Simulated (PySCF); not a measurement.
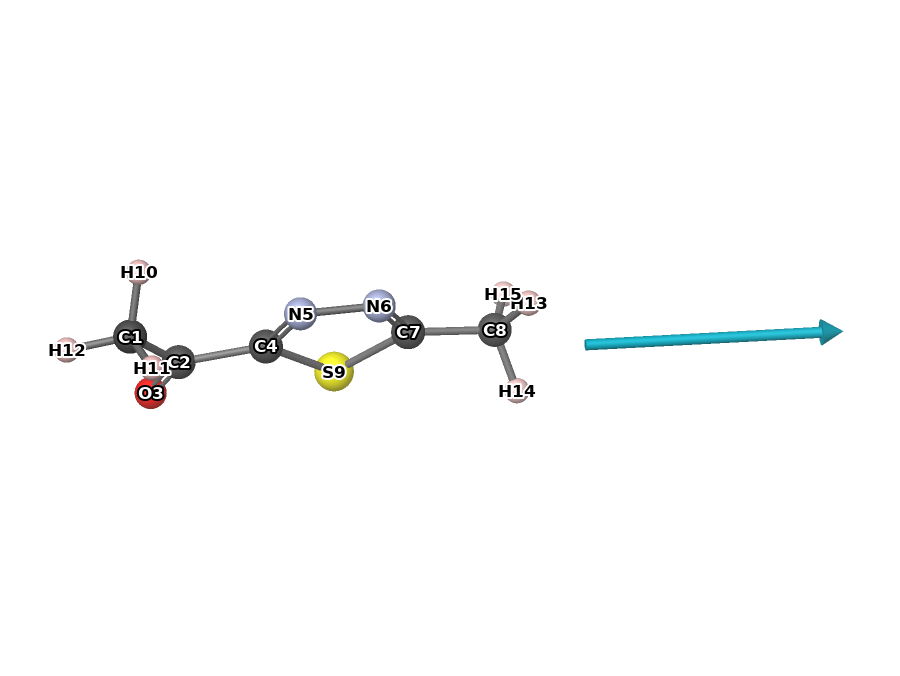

The arrow beside the molecule shows the direction of the dipole moment, from the negative to the positive end (its length means nothing). Computed geometry: GFN2-xTB optimisation. No frequency run is at hand to confirm it as a minimum. Level of theory: PBE0/def2-SVPD, gas phase (PySCF 2.14.0).

Q: How large is the dipole moment?

A: 2.18 D; it points from the side of H12 to the side of H13, H14, H15 (the outermost atoms at the two ends).
